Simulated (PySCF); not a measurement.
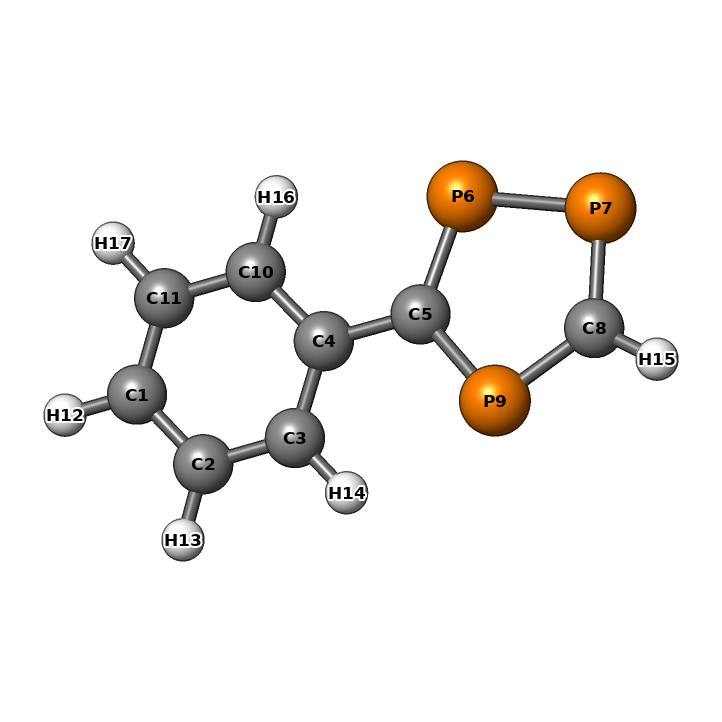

Every bond is drawn as one stick. Charge −1, singlet. Computed geometry: GFN2-xTB optimisation. No frequency run is at hand to confirm it as a minimum. Method: PBE0/pcSseg-1 (PySCF 2.14.0).

List the Mayer bond orders of C1–C2, C1–C11, C2–C3, C3–C4, C4–C5, C4–C10, C5–P6, C5–P9, P6–P7, P7–C8, C8–P9, C10–C11 (bonds between heavy atoms, one of each equivalent set).

```tsv
bond	Mayer order	length (Å)
C1–C2	1.41	1.387
C1–C11	1.41	1.387
C2–C3	1.47	1.379
C3–C4	1.38	1.400
C4–C5	1.10	1.451
C4–C10	1.39	1.400
C5–P6	1.30	1.756
C5–P9	1.22	1.760
P6–P7	1.34	2.083
P7–C8	1.30	1.731
C8–P9	1.34	1.720
C10–C11	1.47	1.379
```

The geometry is semi-empirical. Around P such bond lengths and angles can be off by a tenth of an ångström or more and by several degrees, and values that hang on the shape move with them.
